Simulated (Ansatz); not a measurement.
**H2O2P (SMILES OP=[OH+]) (charge +1): density, localisation and related maps**

Input file:

```
crystal:
  periodic: [false, false, false]
  atoms:
    - {symbol: O, position_ang: [-0.983410, 0.764637, 0.497504]}
    - {symbol: O, position_ang: [0.244285, -0.401631, 2.244991]}
    - {symbol: P, position_ang: [-0.048208, -0.461365, 0.734610]}
    - {symbol: H, position_ang: [-1.328160, 0.968544, -0.392196]}
    - {symbol: H, position_ang: [-0.096214, 0.264763, 2.874608]}
basis:
  gaussian:
    orbitals: def2-TZVPD
hamiltonian:
  xc: {name: PBE0}
output:
  forces: true
  orbitals: {seedname: orbitals}
magnetization:
  spin_polarized: false
  initial_magnetization: 0
total_charge: 1
```

Launched as:

```sh
ansatz run input.yaml --threads 2 --pin off --max-ram 4350MiB --events-out events.jsonl --progress --plain --runs-dir runs
```

Geometry: B3LYP-D4/def2-TZVP.

Computed with Ansatz 0.2.0, isolated molecule in a Gaussian basis; Kohn-Sham density functional theory, functional PBE0.

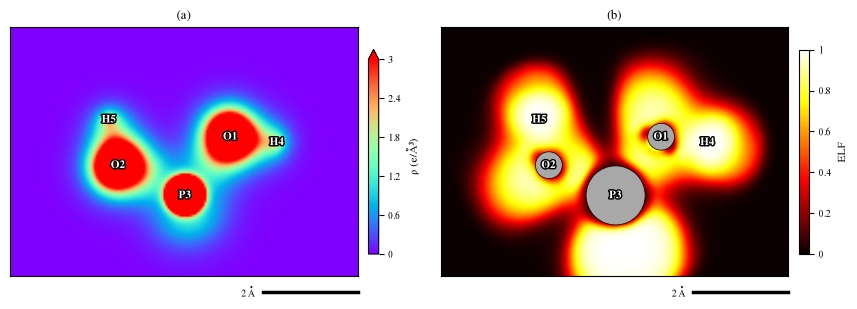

Figure 1. (a) electron density; (b) electron localisation function on the molecular plane. Grey discs cover the atomic cores in the ELF map.

Interpret the plot.

Answer. The plane passes through O, P and H nuclei. P–O (1.54 Å): the density is about 1.7 e/Å³ at the midpoint; the ELF peaks at about 0.85 between the atoms (a polar covalent bond). O–H (0.98 Å): ρ is about 3.7 e/Å³ halfway; the ELF climbs to about 1 towards the hydrogen, as it does in any bond to H: a covalent bond by its length. The ELF also peaks beside P3, O2 and O1, away from the bonds: lone-pair regions.

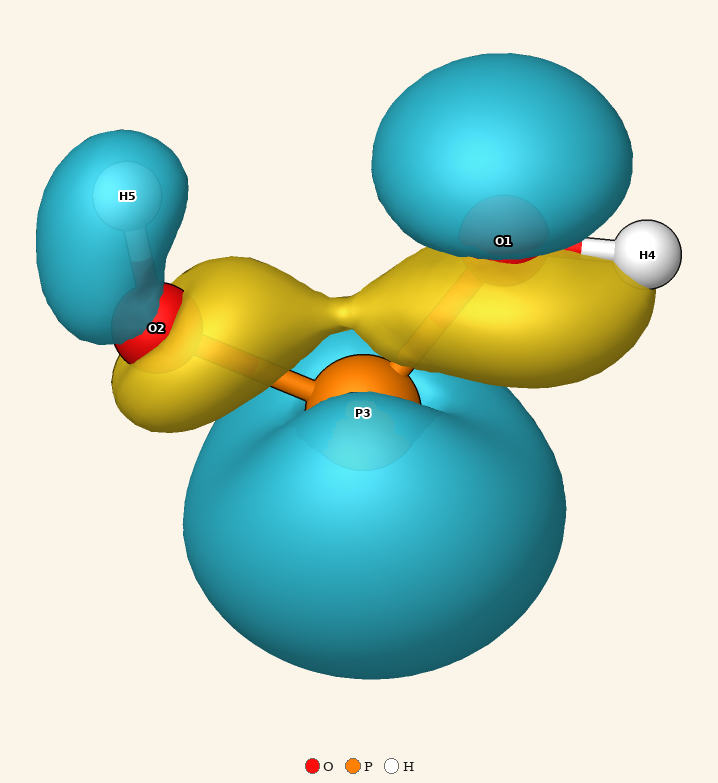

Figure 2. One frontier orbital at ±0.1 Å⁻³ᐟ² (yellow and cyan are the two phases), seen at a tilt.

Which orbital is it: HOMO or LUMO?

Answer. The HOMO, at −16.29 eV. By Hirshfeld shares it lies mainly on P3 (about 60 %), O1 (about 30 %) and O2 (about 5 %); it is symmetric in the molecular plane (an in-plane orbital: σ, lone-pair or in-plane π type).
